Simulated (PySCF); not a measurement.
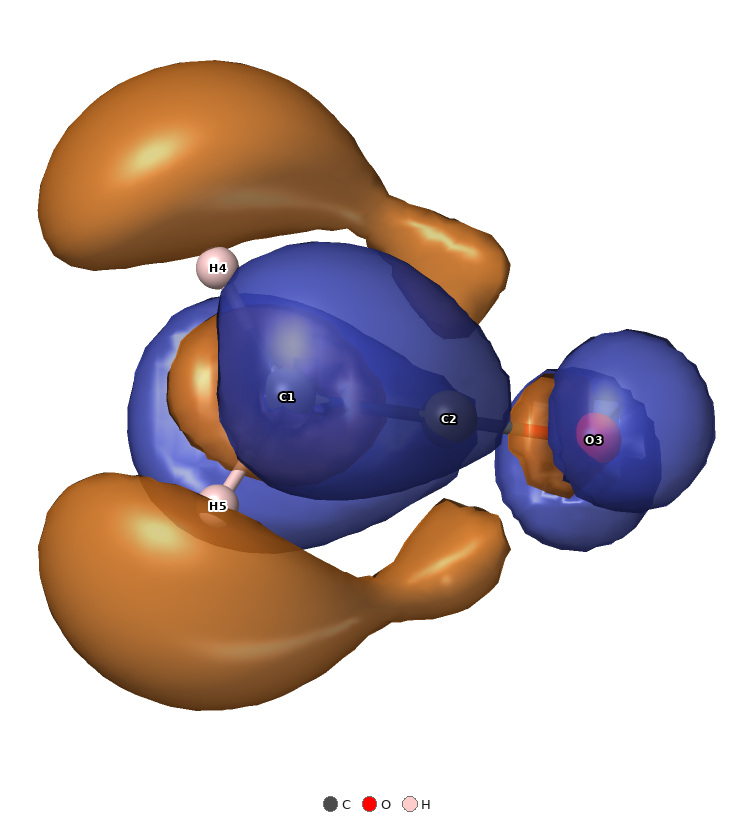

Figure. C$_{2}$H$_{2}$O, SMILES `C=C=O`. Unrelaxed difference density of S₂ less the ground state (full linear response singlet states), ±0.02 e/Å³; orange: gain, blue: loss.

Method: BHandHLYP/def2-SVP; geometry: GFN2-xTB; program: PySCF. No frequency check shows the geometry to be a minimum. Without diffuse functions Rydberg states are missing, so the states' numbers hold for this basis only.

How does the charge move on excitation?

Answer. 0.77 e is displaced in all, of which about 0.4 e passes between atoms: C1 (0.24 e) and O3 (0.14 e) lose electrons and H4 and H5 (0.20 e each) gain them. The state: 8.09 eV (153 nm), f = 0.013, partly diffuse acceptor orbital, which a basis without diffuse functions describes poorly; the leading pair carries 100 %; hole on C1 (49 %), C2 (22 %) and O3 (21 %), electron on C1 (25 %), H4 and H5 (25 % each) and C2 (19 %) (atom shares of so diffuse an orbital are rough); their centroids lie 0.8 Å apart.

Run time: 41 s on 1 thread of Arm Neoverse V1, with other jobs on the host, peak memory 0.35 GiB.
